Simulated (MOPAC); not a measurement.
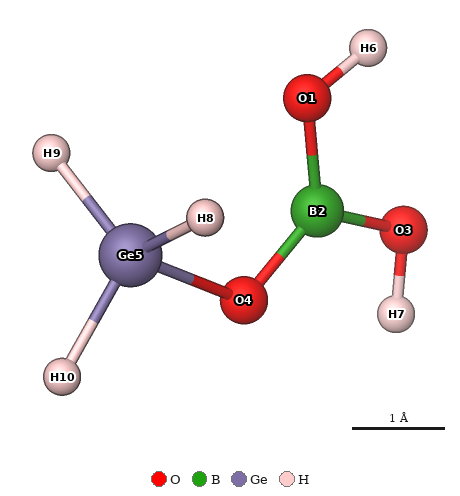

*The structure as given in the input (ball-and-stick view, seen at a tilt; atoms are numbered from 1 in the order of the input). Sticks mark near contacts.*

# Run report: GeBH₅O₃ (charge +1), single-point calculation

GeBH₅O₃, charge +1, multiplicity 2, computed with AM1, unrestricted (MOPAC 23.2.5).

The geometry was optimised with AM1.

### Input (input.mop)
```
DISP CHARGE=1 UHF 1SCF AM1 AUX(PRECISION=9) THREADS=1
BGeH5O3

O -0.999366 1 -0.332282 1 -1.054045 1
B 0.338831 1 -0.140744 1 -0.945644 1
O 1.103503 1 -0.247474 1 -2.057121 1
O 0.881084 1 0.145030 1 0.229218 1
Ge -0.353629 1 0.252395 1 1.652533 1
H -1.178623 1 -0.526202 1 -1.977911 1
H 2.006845 1 -0.079138 1 -1.774458 1
H -1.310945 1 1.407741 1 1.315250 1
H -1.025290 1 -1.126986 1 1.759925 1
H 0.602270 1 0.564557 1 2.815376 1
```

Run on 1 thread of Arm Neoverse V1, 24 GiB of memory available, shared host.

Run as:
```bash
mopac input.mop
```

### What the program printed
```
MOPAC v23.2.5
AM1 CALCULATION RESULTS

 *  AM1        - The AM1 Hamiltonian to be used
 *  UHF        - UNRESTRICTED HARTREE-FOCK CALCULATION
 *
 *
 *
 *                 CHARGE ON SYSTEM = +1
 *
 *
 *
 *  1SCF       - DO 1 SCF AND THEN STOP
 *  THREADS=1  - MULTI-THREADING NOT USED
 *  AUX        - OUTPUT AUXILIARY INFORMATION
 *  DISP       - PRINT DISPERSION AND HYDROGEN BOND ENERGIES
DISP CHARGE=1 UHF 1SCF AM1 AUX(PRECISION=9) THREADS=1
 BGeH5O3

   ATOM   CHEMICAL          X               Y               Z
  NUMBER   SYMBOL      (ANGSTROMS)     (ANGSTROMS)     (ANGSTROMS)

     1       O         -0.99936600  *  -0.33228200  *  -1.05404500  *
     2       B          0.33883100  *  -0.14074400  *  -0.94564400  *
     3       O          1.10350300  *  -0.24747400  *  -2.05712100  *
     4       O          0.88108400  *   0.14503000  *   0.22921800  *
     5      Ge         -0.35362900  *   0.25239500  *   1.65253300  *
     6       H         -1.17862300  *  -0.52620200  *  -1.97791100  *
     7       H          2.00684500  *  -0.07913800  *  -1.77445800  *
     8       H         -1.31094500  *   1.40774100  *   1.31525000  *
     9       H         -1.02529000  *  -1.12698600  *   1.75992500  *
    10       H          0.60227000  *   0.56455700  *   2.81537600  *

          CARTESIAN COORDINATES

    NO.       ATOM           X           Y           Z

     1         O         -0.9994     -0.3323     -1.0540
     2         B          0.3388     -0.1407     -0.9456
     3         O          1.1035     -0.2475     -2.0571
     4         O          0.8811      0.1450      0.2292
     5        Ge         -0.3536      0.2524      1.6525
     6         H         -1.1786     -0.5262     -1.9779
     7         H          2.0068     -0.0791     -1.7745
     8         H         -1.3109      1.4077      1.3153
     9         H         -1.0253     -1.1270      1.7599
    10         H          0.6023      0.5646      2.8154

           Empirical Formula: H5 O3 B Ge  =    10 atoms

      MOLECULAR POINT GROUP   :   Cs

          UHF CALCULATION, NO. OF ALPHA ELECTRONS =   15
                           NO. OF BETA  ELECTRONS =   14

 -------------------------------------------------------------------------------
 DISP CHARGE=1 UHF 1SCF AM1 AUX(PRECISION=9) THREADS=1
 BGeH5O3

     1SCF WAS SPECIFIED, SO BFGS WAS NOT USED
     SCF FIELD WAS ACHIEVED

                              AM1 CALCULATION

          FINAL HEAT OF FORMATION =         14.70846 KCAL/MOL =      61.54021 KJ/MOL

          TOTAL ENERGY            =     -27116.41782 KCAL/MOL = ELECTRONIC ENERGY + CORE-CORE REPULSION
          ENERGY OF ATOMS         =      27131.12628 KCAL/MOL
                              SUM =         14.70846 KCAL/MOL
          DISPERSION ENERGY       =          0.00000 KCAL/MOL
                              SUM =         14.70846 KCAL/MOL = FINAL HEAT OF FORMATION

          TOTAL ENERGY            =      -1175.87917 EV
          ELECTRONIC ENERGY       =      -3382.59404 EV
          CORE-CORE REPULSION     =       2206.71487 EV
          COSMO AREA              =        125.40 SQUARE ANGSTROMS
          COSMO VOLUME            =        114.65 CUBIC ANGSTROMS

          IONIZATION POTENTIAL    =         16.911105 EV
          ALPHA SOMO LUMO (EV)    =        -17.178 -6.170
          BETA  SOMO LUMO (EV)    =        -16.911-10.270
          NO. OF ALPHA ELECTRONS  =         15
          NO. OF BETA  ELECTRONS  =         14
          MOLECULAR WEIGHT        =        136.4377         POINT GROUP:  Cs

          MOLECULAR DIMENSIONS (Angstroms)

            Atom       Atom       Distance
            H    10    H     6     5.22847
            H     7    H     9     4.33916
            H     9    H     8     2.46707

          SCF CALCULATIONS        =          1

          WALL-CLOCK TIME         =      0.039 SECONDS
          COMPUTATION TIME        =      0.038 SECONDS

   ATOM   CHEMICAL          X               Y               Z
  NUMBER   SYMBOL      (ANGSTROMS)     (ANGSTROMS)     (ANGSTROMS)

     1       O         -0.99936600  *  -0.33228200  *  -1.05404500  *
     2       B          0.33883100  *  -0.14074400  *  -0.94564400  *
     3       O          1.10350300  *  -0.24747400  *  -2.05712100  *
     4       O          0.88108400  *   0.14503000  *   0.22921800  *
     5      Ge         -0.35362900  *   0.25239500  *   1.65253300  *
     6       H         -1.17862300  *  -0.52620200  *  -1.97791100  *
     7       H          2.00684500  *  -0.07913800  *  -1.77445800  *
     8       H         -1.31094500  *   1.40774100  *   1.31525000  *
     9       H         -1.02529000  *  -1.12698600  *   1.75992500  *
    10       H          0.60227000  *   0.56455700  *   2.81537600  *

                             CARTESIAN COORDINATES

   1    O       -0.999366000    -0.332282000    -1.054045000
   2    B        0.338831000    -0.140744000    -0.945644000
   3    O        1.103503000    -0.247474000    -2.057121000
   4    O        0.881084000     0.145030000     0.229218000
   5   Ge       -0.353629000     0.252395000     1.652533000
   6    H       -1.178623000    -0.526202000    -1.977911000
   7    H        2.006845000    -0.079138000    -1.774458000
   8    H       -1.310945000     1.407741000     1.315250000
   9    H       -1.025290000    -1.126986000     1.759925000
  10    H        0.602270000     0.564557000     2.815376000

           Empirical Formula: H5 O3 B Ge  =    10 atoms

      MOLECULAR POINT GROUP   :   Cs

          ALPHA EIGENVALUES
 -45.68639 -43.08583 -42.25511 -27.64863 -24.87891 -24.71125 -22.93367 -21.10082
 -21.02917 -20.22690 -19.41261 -19.18229 -17.94080 -17.61884 -17.17770  -6.17031
  -5.08308  -4.78102  -3.86656  -2.86232  -2.34847  -0.65270  -0.05046   1.81331
   2.22399

           BETA EIGENVALUES
 -44.56861 -42.10830 -41.89880 -27.33211 -24.76176 -24.46665 -20.73979 -20.55544
 -20.52177 -20.10711 -18.98105 -17.45538 -17.07615 -16.91110 -10.27030  -5.95792
  -4.63380  -4.54598  -3.67793  -2.75127  -1.92448  -0.56781  -0.01719   1.87521
   2.27176

              NET ATOMIC CHARGES AND DIPOLE CONTRIBUTIONS

  ATOM NO.   TYPE          CHARGE      No. of ELECS.   s-Pop       p-Pop
    1          O          -0.299110        6.2991     1.84017     4.45894
    2          B           0.207274        2.7927     1.06567     1.72706
    3          O          -0.214608        6.2146     1.84780     4.36681
    4          O          -0.154321        6.1543     1.86603     4.28829
    5         Ge           0.804460        3.1955     0.97084     2.22470
    6          H           0.304361        0.6956     0.69564
    7          H           0.271837        0.7282     0.72816
    8          H           0.051303        0.9487     0.94870
    9          H           0.048767        0.9512     0.95123
   10          H          -0.019962        1.0200     1.01996
 DIPOLE           X         Y         Z       TOTAL
 POINT-CHG.    -0.856     0.261     1.851     2.056
 HYBRID         0.801    -0.037    -0.779     1.118
 SUM           -0.055     0.224     1.072     1.097

          ATOMIC ORBITAL ELECTRON POPULATIONS

     Atom    s        px        py        pz
    1  O   1.84017   1.29454   1.78458   1.37982
    2  B   1.06567   0.66094   0.44571   0.62041
    3  O   1.84780   1.26213   1.74935   1.35533
    4  O   1.86603   1.64360   1.28955   1.35514
    5 Ge   0.97084   0.75768   0.82773   0.63929
    6  H   0.69564
    7  H   0.72816
    8  H   0.94870
    9  H   0.95123
   10  H   1.01996

                    (SZ)    =    0.500000
                    (S**2)  =    0.782299

          ATOMIC ORBITAL SPIN POPULATIONS

    Atom   Total    s     px     py     pz
         Atomic
    1  O  0.0383  0.000  0.001  0.036  0.002
    2  B -0.0564 -0.006 -0.004 -0.034 -0.012
    3  O  0.0751  0.002  0.004  0.068  0.002
    4  O  0.6656  0.011  0.024  0.588  0.042
    5 Ge -0.1442 -0.053 -0.057 -0.010 -0.024
    6  H -0.0028 -0.003
    7  H -0.0025 -0.002
    8  H  0.2152  0.215
    9  H  0.2061  0.206
   10  H  0.0056  0.006

 *                    *
 * JOB ENDED NORMALLY *
 *                    *

 TOTAL JOB TIME:             0.05 SECONDS

 == MOPAC DONE ==
```

### Key numbers

| quantity | value |
| --- | --- |
| outcome | converged |
| total energy | −43.212762 hartree |
| dispersion energy | 0.000000 hartree |
| heat of formation | 14.71 kcal/mol |
| basis functions | 25 |
| ⟨S²⟩ | 0.782 |
| peak memory | 0.071 GiB |

### Notes

MOPAC's energies along a path are heats of formation.
